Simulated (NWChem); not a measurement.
# C2H2FO− (SMILES [O-]/C=C/F) at 4 levels

Aim: a comparison of 4 runs (HF/STO-3G, HF/3-21G, B3LYP/6-31G*) of C2H2FO−. 

The calculation is run with NWChem 7.3.0.

## 1. The structure to begin with

C2H2FO−: 6 atoms, total charge -1, spin state singlet. As SMILES, `[O-]/C=C/F`. The coordinates come from a GFN2-xTB relaxation.

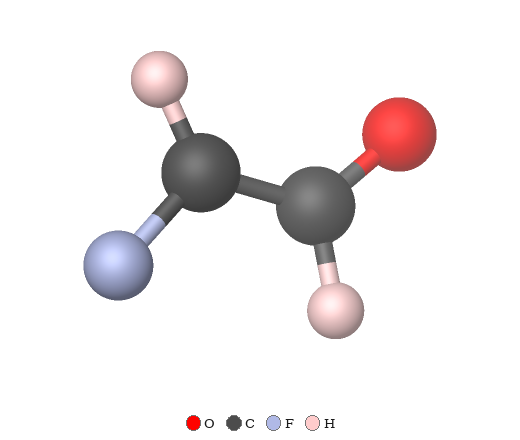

Viewed from a chosen angle; oxygen red, carbon dark grey, fluorine light blue, hydrogen pink.

## 2. Energy and gradient at HF/STO-3G (run 1)

File run.py:

```python
from ase import Atoms
from ase.calculators.nwchem import NWChem

system = Atoms(['O', 'C', 'C', 'F', 'H', 'H'], positions=[
    [1.614570, 0.814110, -0.198980],
    [0.521680, 0.220740, -0.417310],
    [-0.410830, -0.155180, 0.481180],
    [-1.585120, -0.815860, 0.062440],
    [0.258480, -0.042890, -1.477920],
    [-0.398770, -0.020930, 1.550600],
])

calc = NWChem(
    label='c2h2fo',
    theory='scf',
    memory='2200 mb',
    basis='STO-3G',
    basispar='spherical bse',
    charge=-1,
    scf={'nopen': '0', 'rhf': None, 'thresh': '1e-08', 'maxiter': '80', 'print': 'low'},
)
system.calc = calc

forces = system.get_forces()
print("Total energy (eV):", round(system.get_potential_energy(), 6))
print("forces (eV/A):")
for s, f in zip(system.symbols, forces):
    print(f"{s:2s} {f[0]:10.5f} {f[1]:10.5f} {f[2]:10.5f}")
```

The run is started by

```sh
$ export ASE_NWCHEM_COMMAND="nwchem PREFIX.nwi > PREFIX.nwo"
$ python run.py
```

The log of the run:

```text
Total energy (eV): -6737.631473
forces (eV/A):
O     1.01255    0.50692   -0.15581
C     0.84224    0.37255   -0.54729
C    -2.62181   -1.33409    0.23053
F     0.61516    0.34422    0.19612
H    -0.21844   -0.08274    0.26436
H     0.37029    0.19314    0.01208
```

The calculator wrote c2h2fo.nwi:

```
title "c2h2fo"

permanent_dir c2h2fo

scratch_dir c2h2fo

start c2h2fo

geometry units angstrom nocenter noautosym noautoz
  O  1.6145700000000001e+00 8.1411000000000000e-01 -1.9897999999999999e-01
  C  5.2168000000000003e-01 2.2073999999999999e-01 -4.1731000000000001e-01
  C  -4.1082999999999997e-01 -1.5518000000000001e-01 4.8118000000000000e-01
  F  -1.5851200000000001e+00 -8.1586000000000003e-01 6.2440000000000002e-02
  H  2.5847999999999999e-01 -4.2889999999999998e-02 -1.4779199999999999e+00
  H  -3.9877000000000001e-01 -2.0930000000000001e-02 1.5506000000000000e+00
end

charge -1

memory 2200 mb

basis spherical bse noprint
   * library STO-3G
end

scf
  nopen 0
  rhf
  thresh 1e-08
  maxiter 80
  print low
end

task scf gradient
```

c2h2fo.nwo:

```text
Northwest Computational Chemistry Package (NWChem) 7.3.0
             --------------------------------------------------------

           Job information
           ---------------

    nwchem branch   = 7.3.0
    use scalapack   = T
    input           = c2h2fo.nwi
    prefix          = c2h2fo.
    data base       = c2h2fo/c2h2fo.db
    status          = startup
    nproc           =        1

           Memory information
           ------------------

    heap     =     72089594 doubles =      550.0 Mbytes
    stack    =     72089599 doubles =      550.0 Mbytes
    global   =    144179200 doubles =     1100.0 Mbytes (distinct from heap & stack)
    total    =    288358393 doubles =     2200.0 Mbytes
    verify   = yes
    hardfail = no

[... 39 lines left out ...]
            Nuclear Dipole moment (a.u.)
[... 66 lines left out ...]
       Final RHF  results
[... 2 lines left out ...]
         Total SCF energy =   -247.603391700958
      One-electron energy =   -562.074478893556
      Two-electron energy =    209.941037196562
 Nuclear repulsion energy =    104.530049996036
[... 1 line left out ...]
        Time for solution =      0.5s

                              NWChem Gradients Module
                              -----------------------

                         RHF ENERGY GRADIENTS

    atom               coordinates                        gradient
                 x          y          z           x          y          z
   1 O       3.051095   1.538445  -0.376018   -0.019691  -0.009858   0.003030
   2 C       0.985832   0.417138  -0.788602   -0.016379  -0.007245   0.010643
   3 C      -0.776356  -0.293248   0.909298    0.050986   0.025944  -0.004483
   4 F      -2.995442  -1.541752   0.117994   -0.011963  -0.006694  -0.003814
   5 H       0.488456  -0.081050  -2.792864    0.004248   0.001609  -0.005141
   6 H      -0.753566  -0.039552   2.930209   -0.007201  -0.003756  -0.000235

 Task  times  cpu:        0.6s     wall:        0.6s
 Total times  cpu:        0.7s     wall:        0.7s
```

It took 1.7 s on 1 thread of AMD EPYC 9R45 (Zen 5), shared host; peak memory 0.1 GiB.

## 3. Energy and gradient at HF/3-21G (run 2)

File m1.nw:

```
start m1
memory stack 880 mb heap 220 mb global 1100 mb
charge -1

geometry noautosym nocenter noautoz
  O        1.614570       0.814110      -0.198980
  C        0.521680       0.220740      -0.417310
  C       -0.410830      -0.155180       0.481180
  F       -1.585120      -0.815860       0.062440
  H        0.258480      -0.042890      -1.477920
  H       -0.398770      -0.020930       1.550600
end

basis spherical bse
  * library 3-21G
end

scf
  singlet
  rhf
  thresh 1e-08
  maxiter 80
  print medium
end

task scf gradient
```

The run is started by

```sh
$ nwchem m1.nw > m1.out
```

The log of the run:

```text
[...]
  functions       =    40
[...]
  wavefunction    = RHF
[...]
         Total SCF energy =   -249.744524837735
      One-electron energy =   -560.453275330887
      Two-electron energy =    206.178700497116
 Nuclear repulsion energy =    104.530049996036
        Time for solution =      0.5s
[...]
                         RHF ENERGY GRADIENTS
    atom               coordinates                        gradient
                 x          y          z           x          y          z
   1 O       3.051095   1.538445  -0.376018   -0.015022  -0.007708   0.000750
   2 C       0.985832   0.417138  -0.788602    0.006418   0.003659   0.003090
   3 C      -0.776356  -0.293248   0.909298    0.002931   0.000882  -0.005677
   4 F      -2.995442  -1.541752   0.117994    0.006624   0.004180   0.006351
   5 H       0.488456  -0.081050  -2.792864    0.004105   0.000576  -0.013176
   6 H      -0.753566  -0.039552   2.930209   -0.005056  -0.001589   0.008662
[...]
```

Wall time 1.2 s (1 thread of AMD EPYC 9R45 (Zen 5), shared host); peak memory 0.1 GiB.

Run 3 isn't shown in full; the table further down has it.

## 4. Energy and forces at B3LYP/6-31G(d) (Cartesian functions) (run 4)

File test.nw:

```
START test
TITLE "C2H2FO"
memory stack 880 mb heap 220 mb global 1100 mb
charge -1

GEOMETRY units atomic noautosym nocenter noautoz
   O      3.05109511     1.53844494    -0.37601770
   C      0.98583232     0.41713814    -0.78860161
   C     -0.77635618    -0.29324770     0.90929842
   F     -2.99544267    -1.54175196     0.11799450
   H      0.48845641    -0.08105035    -2.79286403
   H     -0.75356609    -0.03955197     2.93020933
END

BASIS "ao basis" cartesian
   O library 6-31G*
   C library 6-31G*
   F library 6-31G*
   H library 6-31G*
END

DFT
   xc b3lyp
   mult 1
   grid xfine
   convergence energy 1e-08
   maxiter 100
   mulliken
END

TASK dft gradient
```

The run is started by

```sh
$ nwchem test.nw > test.out
```

The log of the run:

```text
[...]
          Wavefunction type:  closed shell.
          No. of atoms     :     6
          No. of electrons :    32
[...]
          Charge           :    -1
          Spin multiplicity:     1
[...]
          AO basis - number of functions:    64
[...]
              XC Information
              --------------
                         B3LYP Method XC Potential
                     Hartree-Fock (Exact) Exchange  0.200
                        Slater Exchange Functional  0.800 local
                    Becke 1988 Exchange Functional  0.720 non-local
              Lee-Yang-Parr Correlation Functional  0.810
                  VWN I RPA Correlation Functional  0.190 local
[...]
 d= 0,ls=0.0,diis     1   -252.2720854508 -3.57D+02  3.44D-02  1.37D+00     1.2
[...]
 d= 0,ls=0.0,diis    10   -252.4364224919 -4.95D-09  1.11D-06  1.20D-08     9.9
         Total DFT energy =     -252.436422491890
      One electron energy =     -562.531879225372
           Coulomb energy =      236.503819051452
    Exchange-Corr. energy =      -30.938404751606
 Nuclear repulsion energy =      104.530042433635
[...]
      Total Density - Mulliken Population Analysis
     ---------------------------------------------
    Atom       Charge   Shell Charges
 -----------   ------   -------------------------------------------------------
    1 O    8     8.68   1.99  0.88  2.89  1.04  1.88 -0.02
    2 C    6     5.85   1.99  0.71  2.01  0.43  0.67  0.04
    3 C    6     6.05   1.99  0.69  2.01  0.47  0.87  0.02
    4 F    9     9.39   1.99  0.93  3.31  0.99  2.11  0.05
    5 H    1     1.06   0.54  0.52
    6 H    1     0.98   0.54  0.44
[...]
  wavefunction    = closed shell
                         DFT ENERGY GRADIENTS
    atom               coordinates                        gradient
                 x          y          z           x          y          z
   1 O       3.051095   1.538445  -0.376018   -0.016846  -0.008910  -0.001345
   2 C       0.985832   0.417138  -0.788602   -0.008341  -0.003253   0.009092
   3 C      -0.776356  -0.293248   0.909298    0.018959   0.009055  -0.006643
   4 F      -2.995443  -1.541752   0.117995    0.003314   0.001897   0.001603
   5 H       0.488456  -0.081050  -2.792864    0.004962   0.002923   0.002760
   6 H      -0.753566  -0.039552   2.930209   -0.002048  -0.001712  -0.005467
[...]
```

It took 13 s on 1 thread of AMD EPYC 9R45 (Zen 5), shared host; peak memory 0.13 GiB.

## 5. All runs side by side

```tsv
run	level	iteration cap	module	energy (Eh)	largest force (eV/Å)	wall time
1	HF/STO-3G	80	scf	-247.603392	2.951	1.7 s
2	HF/3-21G	80	scf	-249.744525	0.869	1.2 s
3	B3LYP/6-31G* (spherical functions)	100	dft	-252.431904	1.188	12 s
4	B3LYP/6-31G* (Cartesian functions)	100	dft	-252.436422	1.133	13 s
```

## 6. Outcome

| quantity | value |
| --- | --- |
| run 4: total energy | -252.43642 Eh |
| run 4: HOMO energy | 1.68 eV |
| run 4: LUMO energy | 8.47 eV |
| run 4: HOMO–LUMO gap (to an unbound level, set by the basis) | 6.79 eV |
| run 4: largest force on an atom | 1.133 eV/Å |

**Reading.** Over runs 2, 3, 4 the HOMO–LUMO gap runs from 6.79 eV (B3LYP/6-31G*) to 14.21 eV (HF/3-21G). The two ends differ in method and basis. The empty levels of an anion lie above zero and hang on the basis. In runs 3, 4 the HOMO lies above zero, so the outermost electron may be held by the basis alone. In run 1 the basis is minimal, so the values are rough. All runs together took 27 s, the longest 13 s.
